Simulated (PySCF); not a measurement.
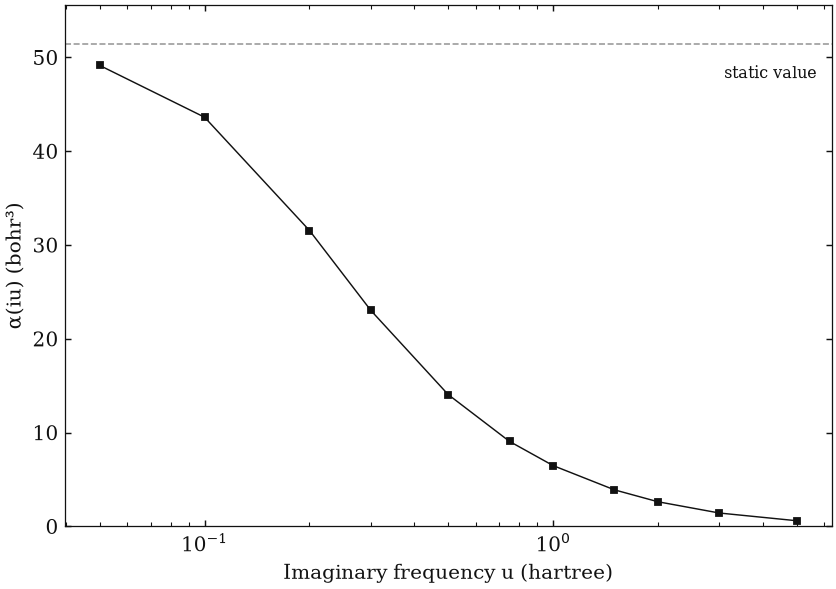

*Dipole polarisability at imaginary frequency of neutral iridium ([Xe] 4f¹⁴ 5d⁷ 6s²). Coupled response at the BHandHLYP level; PySCF, aug-cc-pVTZ-PP with a 60-electron core potential, unrestricted single determinants, no spin-orbit coupling.*

The static dipole polarisability is 51.5 bohr³ (the recommended value is 54.0); α(iu) falls to half of it near u = 0.26 hartree. The Casimir–Polder integral gives C₆ = 562 hartree bohr⁶ for two such species.

## Run report: Ir, atomic calculation

System: Ir, configuration 1s2 2s2 2p6 3s2 3p6 3d10 4s2 4p6 4d10 4f14 5s2 5p6 5d7 6s2, multiplicity 4.
Method: unrestricted BHandHLYP, aug-cc-pVTZ-PP with ECP60, scalar-relativistic core potential (PySCF).

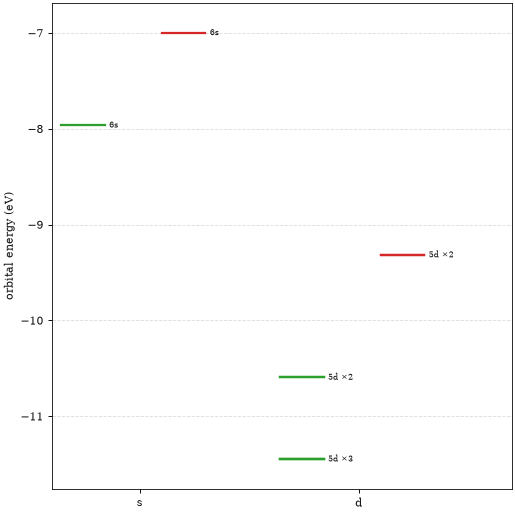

*Orbital energies of the mean field, from the top down to −11.4 eV, by angular momentum, α spin at the left of each column and β at the right; ×n counts the orbitals under one label.*

The highest filled orbital is 6s β at −7.00 eV, the lowest empty one d β at −2.06 eV.

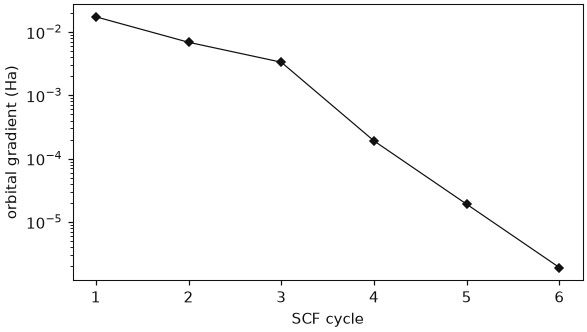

*Convergence: orbital gradient against the SCF cycle.*

The residual falls at every step. It goes from 0.017 to 1.9×10⁻⁶ in 6 steps.

These pictures come from the run below.

Input file:
```python
from pyscf import gto, scf, dft, mp, cc
mol = gto.M(atom="Ir 0 0 0", charge=0, spin=3, symmetry="D2h",
            basis="aug-cc-pVTZ-PP",
            ecp="aug-cc-pVTZ-PP")
mf = dft.UKS(mol, xc="BHANDHLYP")
mf.irrep_nelec = {'Ag': (4, 3), 'B1g': (1, 1), 'B2g': (1, 0), 'B3g': (1, 0), 'B1u': (1, 1), 'B2u': (1, 1), 'B3u': (1, 1)}
mf.kernel()
```

The script is an equivalent of what the driver set up; the driver started from orbitals of its own, so the log can be shorter than this script's would be, and it computed the properties (radii, ⟨L²⟩, response) afterwards. It held the occupations shell by shell, which the script's counts by irreducible representation don't always enforce.

Log (extracts):
```
damping factor = 0
level_shift factor = 0
DIIS = <class 'pyscf.scf.diis.CDIIS'>
diis_start_cycle = 1
diis_space = 10
diis_damp = 0
SCF conv_tol = 1e-09
SCF conv_tol_grad = None
number electrons alpha = 10  beta = 7
XC functionals = BHANDHLYP
    A. D. Becke.,  J. Chem. Phys. 98, 1372 (1993)
    Defined through Gaussian implementation.
cycle= 1 E= -104.286688531867  delta_E= -0.0065  |g|= 0.0174  |ddm|= 0.102
cycle= 2 E= -104.2869036882  delta_E= -0.000215  |g|= 0.00689  |ddm|= 0.0232
cycle= 3 E= -104.286921613877  delta_E= -1.79e-05  |g|= 0.00334  |ddm|= 0.00744
cycle= 4 E= -104.286926641927  delta_E= -5.03e-06  |g|= 0.000191  |ddm|= 0.00276
cycle= 5 E= -104.286926700066  delta_E= -5.81e-08  |g|= 1.91e-05  |ddm|= 0.000541
cycle= 6 E= -104.286926700438  delta_E= -3.72e-10  |g|= 1.91e-06  |ddm|= 3.98e-05
converged SCF energy = -104.286926700438  <S^2> = 3.7576908  2S+1 = 4.0038435
```

Key numbers:

```tsv
quantity	value
outcome	converged
total energy (valence electrons, under a core potential)	−104.286927 hartree
⟨S²⟩	3.758
⟨L²⟩	12.02
static polarisability	51.5 bohr³
C₆ of the like pair	562 hartree bohr⁶
SCF iterations	6
hardware	1 CPU thread, shared host
CPU time	51 s (integrals apart)
```
